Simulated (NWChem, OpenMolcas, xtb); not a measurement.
**How methods differ on PbS (SMILES [S][Pb])**

PbS: 2 atoms, total charge 0, spin state singlet. As SMILES, `[S][Pb]`. The bond length is the measured one.

```xyz
2

S     0.0000    0.0000    0.0000
Pb    0.0000    0.0000    2.2869
```

Quantity: the dipole moment, in D. The values are calculated.

```tsv
level	kind	program	value (D)	CPU time
GFN1-xTB	semi-empirical	xtb	5.64	under 2 s
HF/def2-TZVPP (core potential)	Hartree–Fock	OpenMolcas	5.06	7.2 s
SVWN5/def2-TZVPP (core potential)	LDA	OpenMolcas	3.61	11 s
revPBE/def2-TZVPP (core potential)	GGA	NWChem	3.82	36 s
r2SCAN/def2-TZVPP (core potential)	meta-GGA	OpenMolcas	3.99	16 s
B3LYP/def2-TZVPP (core potential)	global hybrid	OpenMolcas	4.01	14 s
CAM-B3LYP/def2-TZVPP (core potential)	range-separated hybrid	NWChem	4.30	3.4 min
```

The values span 3.61 to 5.64 D. Times are those of the runs behind each value, whatever else they computed, on shared processors of several kinds: orders of magnitude only.

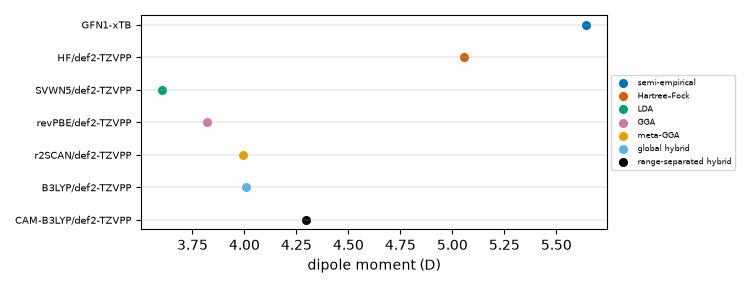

The values of the table, level by level.
